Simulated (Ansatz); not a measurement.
System: C$_{2}$H$_{5}$AlO (SMILES C=[CH][AlH][OH]).

```xyz
9

C    -1.4809    0.6060    0.9813
C    -1.5389    0.0887    2.2222
Al    0.2158    0.9826    0.1203
O     1.5957    0.6058    1.0564
H    -2.4417    0.8033    0.4834
H    -2.4876   -0.1324    2.7293
H    -0.6315   -0.1399    2.7944
H     0.3754    1.5917   -1.3335
H     2.5121    0.7253    0.7933
```

Geometry: B3LYP-D3(BJ)/def2-SVP.

Computed with Ansatz 0.2.0, isolated molecule in a Gaussian basis; Kohn-Sham density functional theory, functional PBE0.

**What will maps of the electron density and electron localisation function show?**

C–C (1.35 Å): ρ at the midpoint is about 2.3 e/Å³; the ELF peaks at about 0.95 between the atoms: a covalent bond.
Al–O (1.71 Å): ρ is about 0.88 e/Å³ halfway; the ELF peaks at about 0.85 in the valence shell of O, 0.6 Å from its nucleus, and is about 0.50 at the midpoint.
C–Al (1.94 Å): ρ at the midpoint is about 0.75 e/Å³; the ELF peaks at about 0.95 between the atoms; a shared but strongly polarised pair.
O–H (0.96 Å): ρ at the midpoint is about 3.7 e/Å³; the ELF climbs to about 1 towards the hydrogen, as it does in any bond to H; a covalent bond by its length.

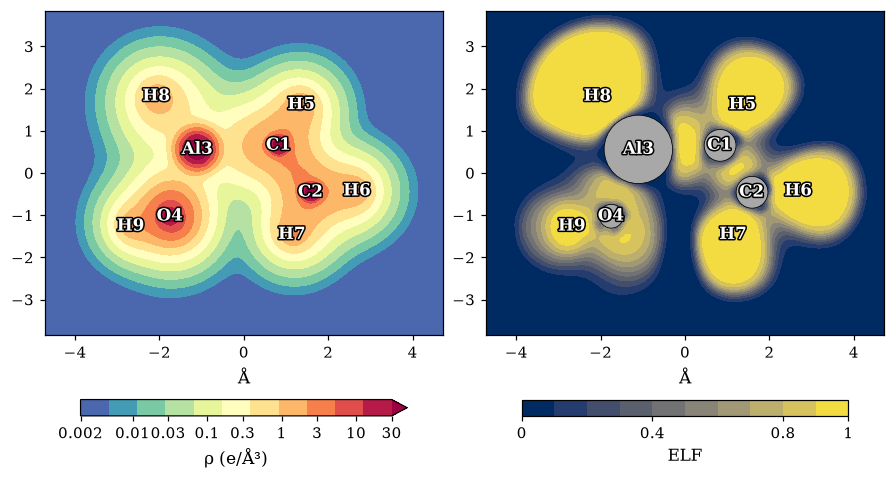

Computed electron density and electron localisation function on the molecular plane, in this order. Grey discs cover the atomic cores in the ELF map. 
